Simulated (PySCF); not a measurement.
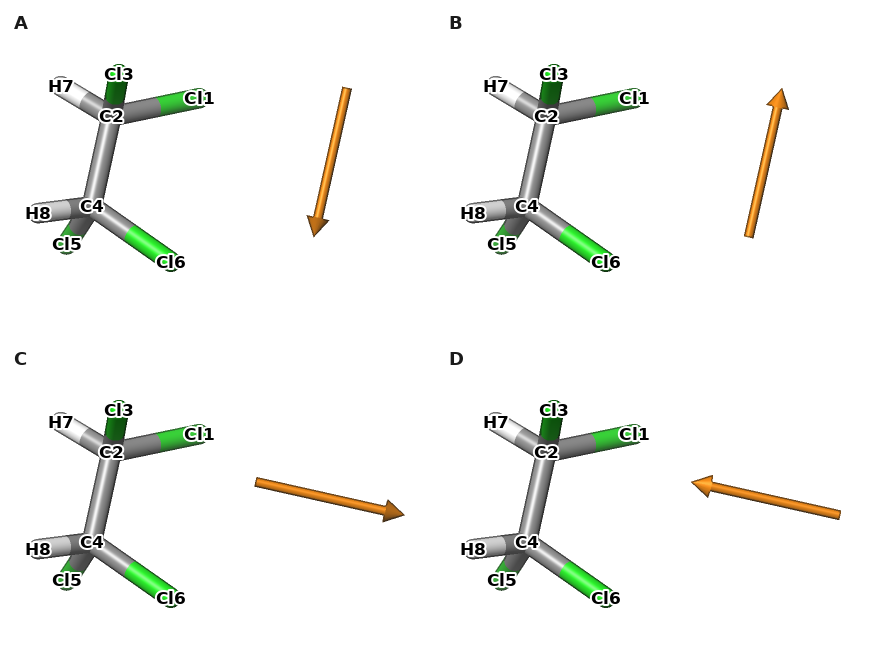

The same molecule four times, each with an arrow. Computed geometry: PBE0-D3(BJ)/def2-SVP optimisation. No frequency run is at hand to confirm it as a minimum. Method: PBE0/6-31+G*, gas phase (PySCF 2.14.0).

**Which arrow points along the dipole moment, from the negative to the positive end?**

D. The dipole moment is 1.90 D; it points from the side of Cl1, Cl6 to the side of H7, H8 (the outermost atoms at the two ends).
